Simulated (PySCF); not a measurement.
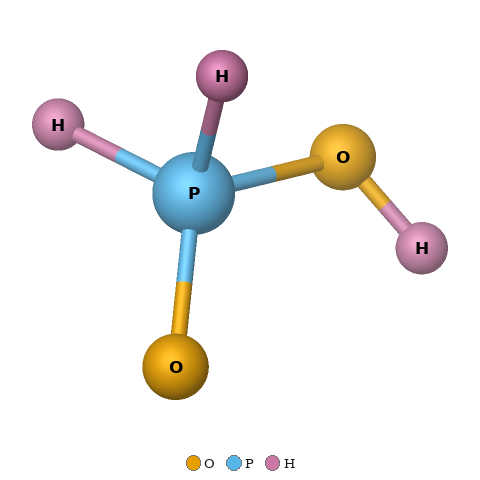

A ball-and-stick model of a molecule. Every bond is drawn as one stick, whatever its order.

The geometry was computed by an optimisation with PBE0-D3(BJ)/def2-TZVP. No frequency run is at hand to confirm it as a minimum.

**Give the formula.**

H3O2P, 6 atoms: 3 hydrogen, 2 oxygen and 1 phosphorus.

**What is its SMILES?**

O=[PH2]O

**Count the bonded pairs by element.**

2 O–P, 2 P–H, 1 O–H.

More results for the same structure follow; atom numbers are the same in all pictures, views and colours differ.

### Shape

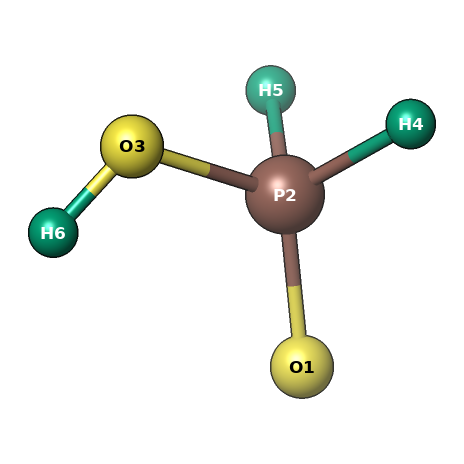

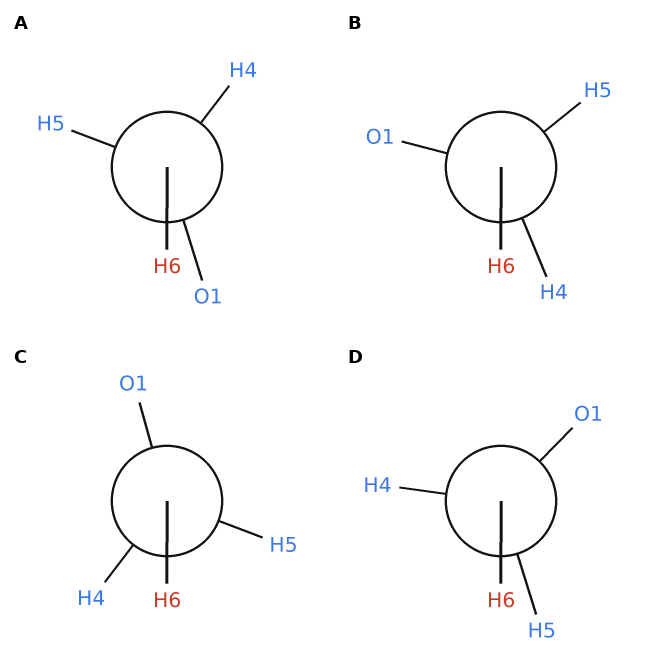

Atoms fade into the background with distance from the viewer. Bonds that would overlap in a projection are set slightly apart. No frequency run is at hand to confirm it as a minimum.

**Which Newman projection shows the view along O3–P2, with O3 in front?**

A. The torsion angle H6–O3–P2–O1 is −16°, synperiplanar.

### Levels of theory compared

No frequency run is at hand to confirm it as a minimum. Program: PySCF 2.14.0.

At this fixed geometry, give HOMO–LUMO gap (eV), dipole (D) at these levels: B97-2/pcSseg-2; KT3/pcSseg-2; PBE0/pcSseg-2; WP04/pcSseg-2 in chloroform (IEF-PCM); ωB97X-D/pcSseg-2; ωB97X-D/pcSseg-2 in chloroform (IEF-PCM).

```csv
level,HOMO–LUMO gap (eV),dipole (D)
B97-2/pcSseg-2,8.47,2.41
KT3/pcSseg-2,6.31,2.25
PBE0/pcSseg-2,8.73,2.42
WP04/pcSseg-2 in chloroform (IEF-PCM),8.57,2.96
ωB97X-D/pcSseg-2,12.48,2.47
ωB97X-D/pcSseg-2 in chloroform (IEF-PCM),12.87,2.99
```

### NMR shielding

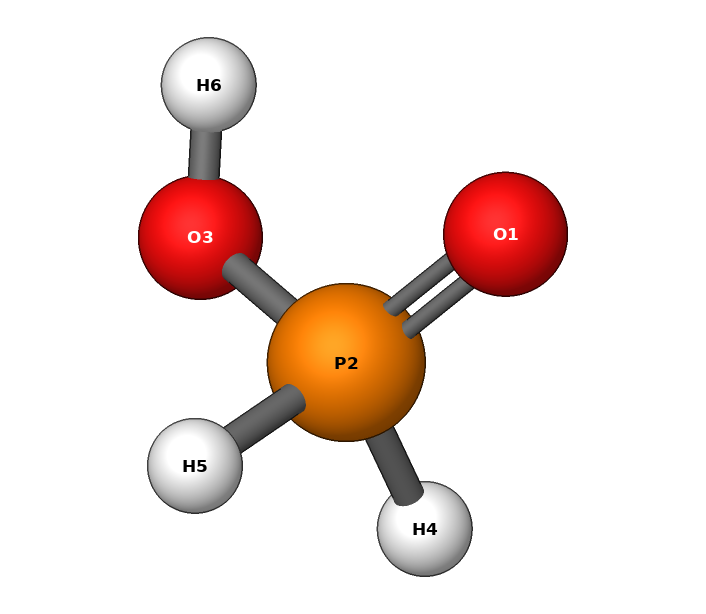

The questions are on isotropic NMR shieldings of the H atoms. No frequency run is at hand to confirm it as a minimum. Level of theory: GIAO KT3/pcSseg-2 NMR shielding, non-relativistic, gas phase (PySCF 2.14.0).

List the isotropic NMR shieldings of the H atoms.

```tsv
atom	σ (ppm)
H4	23.95
H5	23.70
H6	29.12
```

### Charges

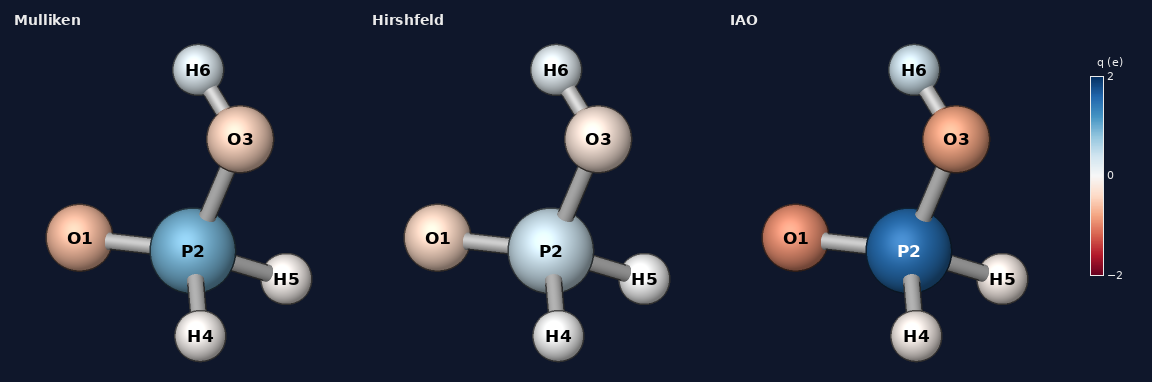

Atomic charges of one calculation by 3 schemes, on one colour scale. No frequency run is at hand to confirm it as a minimum. Level of theory: PBE0/pcSseg-2 (PySCF 2.14.0).

**Which scheme gives the most polar picture (largest mean size of the charges)?**

The IAO charges are the largest in size here, and the Hirshfeld charges the smallest.

**On which atom do the schemes disagree most?**

On P2 (from 0.44 to 1.53 e).

List the charges (e), one line for each set of equivalent atoms.

```
atom  Mulliken  Hirshfeld    IAO
  O1     −0.62      −0.40  −0.92
  P2      0.94       0.44   1.53
  O3     −0.44      −0.24  −0.79
  H4     −0.06       0.01  −0.10
  H5     −0.06       0.00  −0.11
  H6      0.25       0.20   0.39
```

Mulliken values depend strongly on the basis set and can even reverse the polarity of a bond.
